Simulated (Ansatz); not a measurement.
# SiHCl2O2 (SMILES [O][Si](O)(Cl)Cl): U-wB97X/cc-pVDZ

What is the electronic atomisation energy of SiHCl2O2 at U-wB97X/cc-pVDZ? 

Program for the calculation: Ansatz 0.2.0.

58 further runs of the same task are left out: 7 that didn't finish, 51 set aside as unsound or not needed. Runs told in other sessions of the task aren't counted.

## 1. The system as given

SiHCl2O2 has 6 atoms, charge 0, and is taken as a doublet. SMILES: `[O][Si](O)(Cl)Cl`. The shape is that of a PBE0-D4/def2-TZVP optimisation. This is one conformer, not always the lowest.

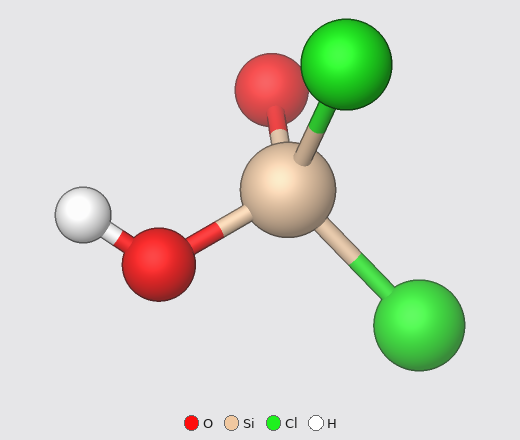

Viewed from a chosen angle; oxygen red, silicon light orange, chlorine green, hydrogen white.

## 2. A single-point energy at U-wB97X/cc-pVDZ

Contents of molecule.yaml:

```yaml
crystal:
  periodic: [false, false, false]
  atoms:
    - {symbol: O, position_ang: [-1.226100, 0.180900, 1.211600]}
    - {symbol: Si, position_ang: [-0.270900, 0.041200, -0.123700]}
    - {symbol: O, position_ang: [1.051900, -0.855800, 0.114900]}
    - {symbol: Cl, position_ang: [-1.218400, -0.789200, -1.696000]}
    - {symbol: Cl, position_ang: [0.111400, 2.012000, -0.434200]}
    - {symbol: H, position_ang: [1.594100, -0.653200, 0.881200]}
basis:
  gaussian:
    orbitals: cc-pVDZ
magnetization:
  spin_polarized: true
  initial_magnetization: 1
hamiltonian:
  xc: {name: wB97X}
accuracy: high
output:
  orbitals: {seedname: orbitals}
```

Launch:

```console
$ ansatz run molecule.yaml --threads 1 --pin off --max-ram 3480MiB --events-out events.jsonl --progress --plain --runs-dir runs
```

The program printed:

```text
Warning: RAYON_NUM_THREADS=1 ignored (pool sized by the plan → 1); use --threads N
Functional definition: wB97X
  name "wB97X"
  parameter omega = 0.3/bohr
  parameter cx = 0.157706
  parameter cx1 = 0.726479
  parameter cx2 = 1.04760
  parameter cx3 = -5.70635
  parameter cx4 = 13.2794
  parameter css1 = -4.33879
  parameter css2 = 18.2308
  parameter css3 = -31.7430
  parameter css4 = 17.2901
  parameter cos1 = 2.37031
  parameter cos2 = -11.3995
  parameter cos3 = 6.58405
  parameter cos4 = -3.78132
  exchange = spin_sum(e_x_unif_sr(omega)*poly(b97_u_x, 1 - cx, cx1, cx2, cx3, cx4)) + cx*exact_x_sr(omega)
      + exact_x_lr(omega)
  correlation = spin_sum(e_c_pw_same_spin*poly(b97_u_same, 1, css1, css2, css3, css4))
      + integral(e_c_pw_opposite_spin*poly(b97_u_opposite, 1, cos1, cos2, cos3, cos4))
1913 factors; integrals over basis functions are off by at most 3.6e-9 eV
352 factors; integrals over basis functions are off by at most 1.8e-9 eV
mean field evaluation 1: about -37024.7067 eV, gradient 4.6e1 eV
mean field evaluation 2: about -37017.1746 eV, gradient 6.6e1 eV
mean field evaluation 4: about -37034.3147 eV, gradient 5.8e0 eV
mean field evaluation 8: about -37034.7689 eV, gradient 8.0e-1 eV
mean field evaluation 16: about -37034.7865 eV, gradient 8.1e-2 eV
mean field evaluation 32: about -37034.6131 eV, gradient 3.6e0 eV
mean field -37034.79248542 eV, -1361.0035207551 hartree, gradient 3.8e-8 eV, S^2 0.753452; 2 other end points of the search recorded, 0 dependent functions left out
reference -37034.79248293 eV, -1361.0035206637 hartree; 33, 32 occupied and 54, 55 virtual orbitals, 1913 factors
Total energy: -37034.79248293 eV, -1361.0035206637 hartree
```

Wall time 97 s (1 thread of Arm Neoverse V2, shared host); peak memory 0.97 GiB.

## 3. The Cl atom at the same level

Contents of job.yaml:

```yaml
crystal:
  periodic: [false, false, false]
  atoms:
    - symbol: Cl
      position_ang: [0.000000, 0.000000, 0.000000]
basis:
  gaussian:
    orbitals: cc-pVDZ
magnetization:
  spin_polarized: true
  initial_magnetization: 1
hamiltonian:
  xc: {name: wB97X}
accuracy: high
```

Launch:

```console
$ ansatz run job.yaml --threads 1 --pin off --max-ram 3480MiB --events-out events.jsonl --progress --plain --runs-dir runs
```

The program printed, cut to the lines that bear on the results:

```text
Warning: RAYON_NUM_THREADS=1 ignored (pool sized by the plan → 1); use --threads N
[... 2 set-up lines as earlier in the session ...]
[...]
      + exact_x_lr(omega)
[...]
      + integral(e_c_pw_opposite_spin*poly(b97_u_opposite, 1, cos1, cos2, cos3, cos4))
141 factors; integrals over basis functions are off by at most 3.0e-9 eV
60 factors; integrals over basis functions are off by at most 4.0e-10 eV
[...]
mean field -12521.02236656 eV, -460.1390849175 hartree, gradient 8.9e-9 eV, S^2 0.752209; 0 other end points of the search recorded, 0 dependent functions left out
reference -12521.02236549 eV, -460.1390848781 hartree; 9, 8 occupied and 9, 10 virtual orbitals, 141 factors
Total energy: -12521.02236549 eV, -460.1390848781 hartree
```

Wall time 2.7 s (1 thread of Arm Neoverse V2, shared host); peak memory 0.17 GiB.

## 4. The H atom at the same level

Contents of in.yaml:

```yaml
basis:
  gaussian:
    orbitals: cc-pVDZ
crystal:
  periodic: [false, false, false]
  atoms:
    - {symbol: H, position_ang: [0.000000, 0.000000, 0.000000]}
magnetization:
  spin_polarized: true
  initial_magnetization: 1
hamiltonian:
  xc: {name: wB97X}
accuracy: high
```

Run the same way, it converges to -0.50060 Eh (log not shown).

## 5. The O atom

Contents of run.yaml:

```yaml
crystal:
  periodic: [false, false, false]
  atoms:
    - {symbol: O, position_ang: [0.000000, 0.000000, 0.000000]}
basis:
  gaussian:
    orbitals: cc-pVDZ
magnetization:
  spin_polarized: true
  initial_magnetization: 2
hamiltonian:
  xc: {name: wB97X}
accuracy: high
```

Run the same way, it converges to -75.05025 Eh (log not shown).

## 6. The Si atom at the same level

Contents of in.yaml:

```yaml
crystal:
  periodic: [false, false, false]
  atoms:
    - {symbol: Si, position_ang: [0.000000, 0.000000, 0.000000]}
basis:
  gaussian: {orbitals: cc-pVDZ}
total_charge: 0
magnetization: {spin_polarized: true, initial_magnetization: 2}
hamiltonian: {xc: {name: wB97X}}
accuracy: high
```

Run the same way, it converges to -289.35699 Eh (log not shown).

## 7. Outcome

At U-wB97X/cc-pVDZ:

| quantity | value |
| --- | --- |
| molecule: total energy | -1361.00352 Eh |
| molecule: HOMO energy (highest over α and β) | -11.73 eV |
| molecule: LUMO energy (lowest over α and β) | -2.83 eV |
| molecule: ⟨S²⟩ | 0.753 |
| Cl atom: total energy | -460.13908 Eh |
| Cl atom: ⟨S²⟩ | 0.752 |
| H atom: total energy | -0.50060 Eh |
| H atom: ⟨S²⟩ | 0.750 |
| O atom: total energy | -75.05025 Eh |
| O atom: ⟨S²⟩ | 2.003 |
| Si atom: total energy | -289.35699 Eh |
| Si atom: ⟨S²⟩ | 2.004 |
| electronic atomisation energy | 20.878 eV |

Taking the molecule apart into free atoms costs 20.88 eV (2014 kJ/mol), before zero-point energy and without spin-orbit coupling.
